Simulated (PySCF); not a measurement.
**Run report: OsO4, single-point calculation**

System: OsO4, SMILES [O]=[Os](=[O])(=[O])=[O].
Method: BLYP/def2-SVP, RKS, core potentials def2-svp (PySCF 2.14.0).

The geometry comes from this level: PBE0-D4/def2-TZVP.

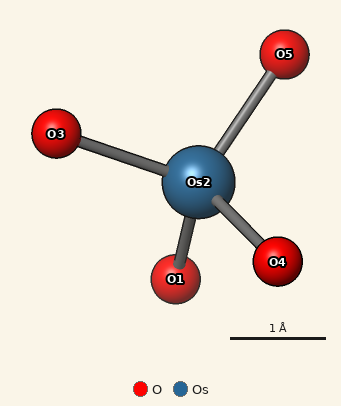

*The input geometry (ball-and-stick view, seen at a tilt; atoms are numbered from 1 in the order of the input). Sticks mark near contacts.*

Bond lengths as drawn: O–Os 1.69 Å.

The input (run.py):
```python
from pyscf import gto, dft

mol = gto.M(
    atom='''
O     -0.891820    -0.135090     1.429830
Os     0.000000     0.000000     0.000000
O      1.432030    -0.887020     0.143110
O     -0.909910    -0.603230    -1.290800
O      0.369690     1.625340    -0.282130
''',
    spin=0,
    charge=0,
    basis='def2-svp',
    verbose=3,
    ecp={'Os': 'def2-svp'},
    max_memory=1860,
)

myscf = dft.RKS(mol)
myscf.xc = 'blyp'
myscf.conv_tol = 1e-10
myscf.grids.level = 5
myscf.kernel()
if not myscf.converged:
    myscf = myscf.newton().run(myscf.mo_coeff, myscf.mo_occ)

etot = myscf.e_tot
print(f'total energy: {etot:.8f} hartree')
```

Run on 1 thread of Arm Neoverse V1, 24 GiB of memory available, shared host.

Command:
```bash
OMP_NUM_THREADS=1 python run.py
```

Log:
```
converged SCF energy = -391.375633291393
total energy: -391.37563329 hartree
```

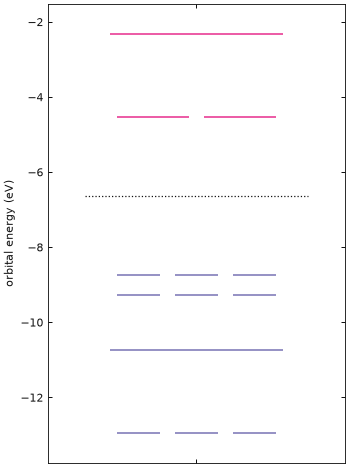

*Orbital energies near the frontier; the dotted line parts filled from empty levels, and levels within 0.02 eV of each other stand side by side.*

Highest filled −8.75 eV, lowest empty −4.52 eV, 4.23 eV apart.

Key numbers:

- outcome: converged
- total energy: −391.375633 hartree
- basis functions: 88
- HOMO: −8.75 eV
- LUMO: −4.52 eV
- dipole moment: 0.00 D
- wall time: 17 s
- peak memory: 0.44 GiB
